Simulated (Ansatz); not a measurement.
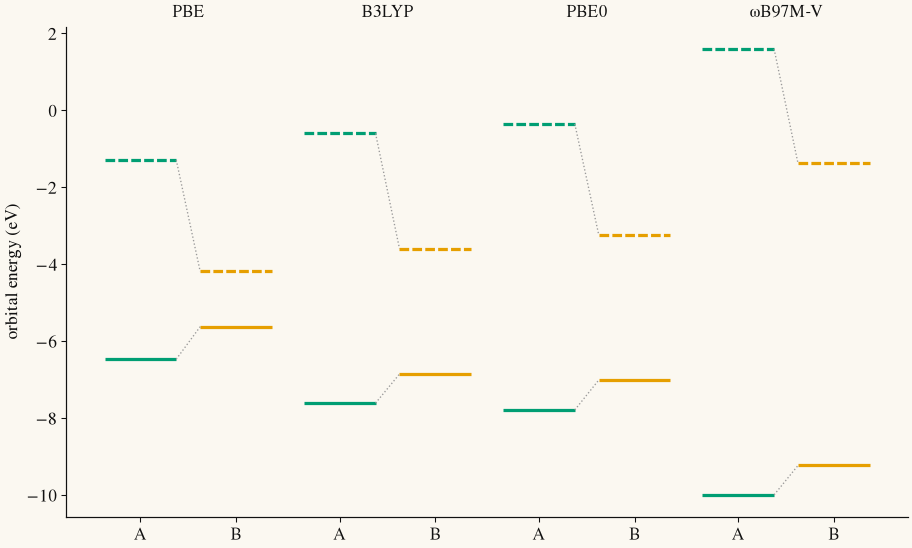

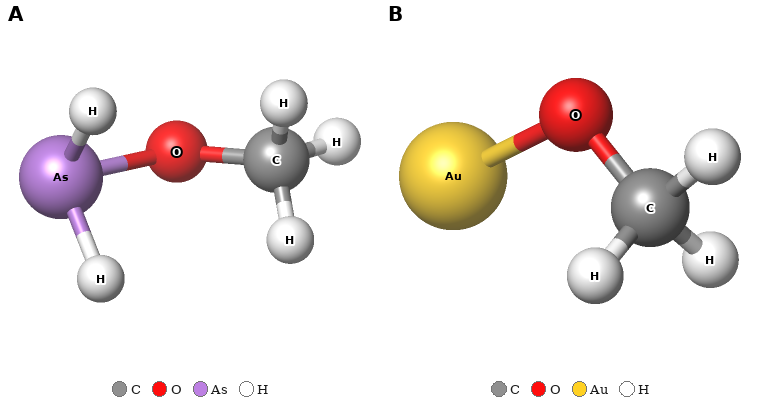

One change: A, CH₅AsO (SMILES CO[AsH2]), becomes B, CH₃AuO (SMILES C[O][Au]). AsH₂ on O is replaced by Au. HOMO (solid) and LUMO (dashed) computed in def2-TZVPP at PBE0-D4/def2-TZVP geometries, both minima by their frequencies, gas phase, the Ansatz code 0.2.0. Empty levels above zero depend strongly on the basis.

**What does the change do to HOMO and LUMO?**

PBE: the HOMO rises by 0.84 eV, the LUMO falls by 2.90 eV, and the separation goes from 5.18 to 1.44 eV. B3LYP: the HOMO rises by 0.76 eV, the LUMO falls by 2.99 eV, and the separation goes from 7.01 to 3.26 eV. PBE0: the HOMO rises by 0.78 eV, the LUMO falls by 2.88 eV, and the separation goes from 7.43 to 3.77 eV. ωB97M-V: the HOMO rises by 0.76 eV, the LUMO falls by 2.98 eV, and the separation goes from 11.59 to 7.85 eV.

**Do the functionals agree on the effect?**

They agree on the direction for both levels; the HOMO shift lies between 0.76 and 0.84 eV and the LUMO shift between −2.99 and −2.88 eV, while the separations themselves differ by up to 6.4 eV between functionals.

Caveats: core potentials past krypton; spin-orbit coupling is left out, and with Au it can shift these values.
